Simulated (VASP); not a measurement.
Band structure of BAs (space group F-43m). Level of theory: LDA (Ceperley-Alder, Perdew-Zunger), VASP's LDA PAW potentials (set 64) (plane waves; VASP).

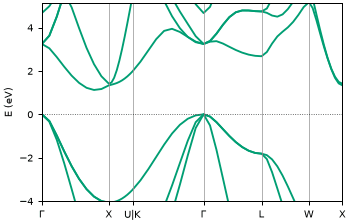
Bands along high-symmetry lines, zero at the valence-band maximum or, without a gap, the Fermi level

Task: Read the plot: is there a gap, and where are the band edges?

Result: The gap is indirect, 1.12 eV, from the valence maximum at Γ to the conduction minimum at Γ-X at 0.78.

The structure is a typed BAs crystal (F-43m). The cell was not relaxed at this level.
